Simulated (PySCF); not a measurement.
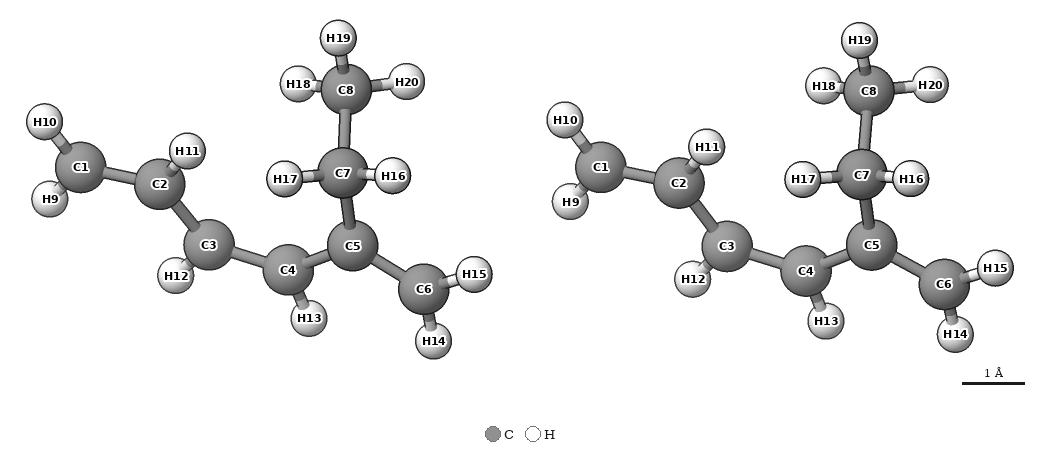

Two geometries of C8H12, drawn at one scale. One is the start of a relaxation, the other its converged end. A ball-and-stick model, seen at a tilt.

The calculation used PySCF, PBE0-D3(BJ)/def2-SVP geometry optimisation, gas phase. 

Which one is relaxed?

The left one is the relaxed one. The start comes from GFN2-xTB. The largest move after the best rigid fit is that of H15, 0.16 Å. Largest moves by element: H 0.16 Å, C 0.11 Å. Some distances before and after: C1–H10 1.077 → 1.092 Å, C4–C5 1.452 → 1.464 Å, C3–H12 1.086 → 1.097 Å, C5–C6 1.338 → 1.348 Å. Bond angles that change, for instance: C5–C7–C8 111.0° → 113.2°. Over 10 geometry steps the energy falls by 6.54 kJ/mol. The largest force component goes from 0.57 to 0.011 eV/Å. The run took roughly 3 core-minutes on a shared host.
